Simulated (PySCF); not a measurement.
```xyz
14

C     1.4930    0.6721   -0.2506
P     0.1434   -0.2338    0.5400
C    -0.3544   -1.4728   -0.6781
C    -1.2296    0.9399    0.5918
O     0.4972   -0.7998    1.8605
H     1.1974    1.0901   -1.2148
H     1.8096    1.4785    0.4131
H     2.3363   -0.0060   -0.3931
H    -1.2379   -1.9970   -0.3101
H    -0.5770   -1.0245   -1.6483
H     0.4539   -2.1974   -0.7903
H    -1.4786    1.3230   -0.3997
H    -0.9581    1.7715    1.2445
H    -2.1026    0.4418    1.0172
```

Geometry: PBE0-D3(BJ)/def2-TZVP.

Method: PySCF, PBE0/pcSseg-2, SCF density, gas phase, non-relativistic.

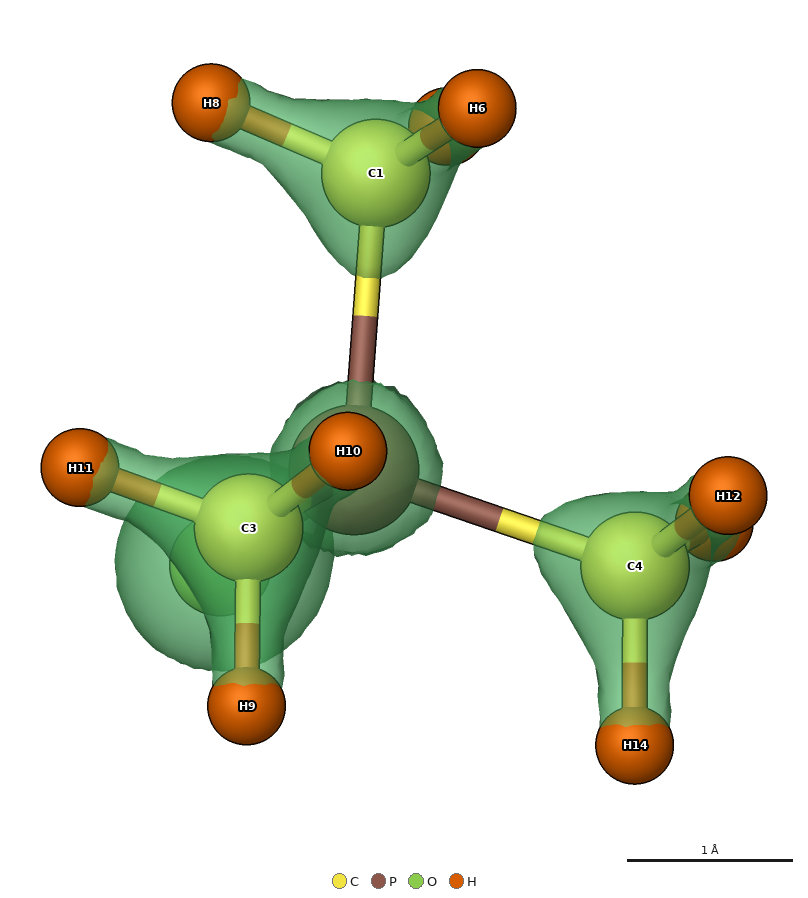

C3H9OP (SMILES CP(C)(C)=O). Isosurface of the electron density at 1.5 e/Å³ (green), seen at a tilt.

Which contacts does the surface bridge?

At this value the surface falls into four separate pieces. It bridges the sampled P–O (1.48 Å) and C–H (1.09 Å) contacts, where the density stays above the isovalue. It is pinched off along the sampled C–P (1.81 Å) contacts. On the grid the lowest density along these lines, outside the cores, is 1.8 e/Å³ (P–O, 1.48 Å), 1.2 e/Å³ (C–P, 1.81 Å) and 1.9 e/Å³ (C–H, 1.09 Å).
